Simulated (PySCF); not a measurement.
SMILES CO[SiH2][SiH2]C(C)=O, singlet, GFN2-xTB optimised geometry. Atoms within 1.6 Å of the plane z = 0.0 Å (x, y, z in Å): C1 (2.69, -2.45, 0.00), O2 (1.84, -1.34, 0.00), Si3 (0.21, -1.34, 0.00), Si4 (-0.11, 0.93, 0.00), C5 (-2.02, 1.11, -0.01), C6 (-2.63, 2.48, -0.08), O7 (-2.70, 0.10, 0.05), H8 (2.51, -3.08, 0.87), H9 (2.53, -3.05, -0.90), H10 (3.72, -2.09, 0.02), H11 (-0.29, -2.09, 1.17), H12 (-0.29, -2.08, -1.17), H13 (0.34, 1.72, 1.16), H14 (0.36, 1.73, -1.15), H15 (-2.25, 3.08, 0.74), H16 (-3.72, 2.44, -0.05), H17 (-2.30, 2.96, -1.01).

Calculation: PBE/def2-SVP (PySCF 2.14.0). Cells within 0.4 Å of a nucleus heavier than hydrogen are left out (blank, or x).

Map of the LUMO amplitude (bohr^(-3/2)) on the plane z = 0.0 Å; orbital energy -2.02 eV, overall sign arbitrary:

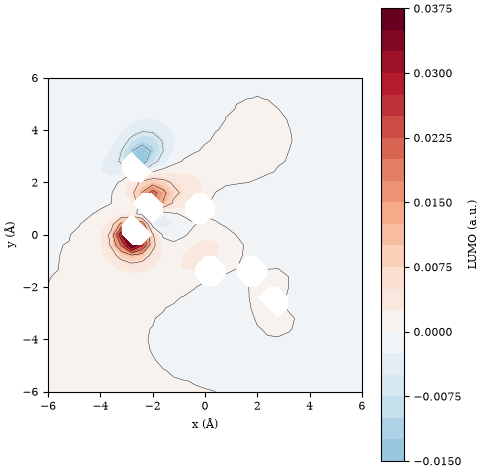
Fig. 1. LUMO amplitude (bohr^(-3/2)) on the plane z = 0.0 Å.
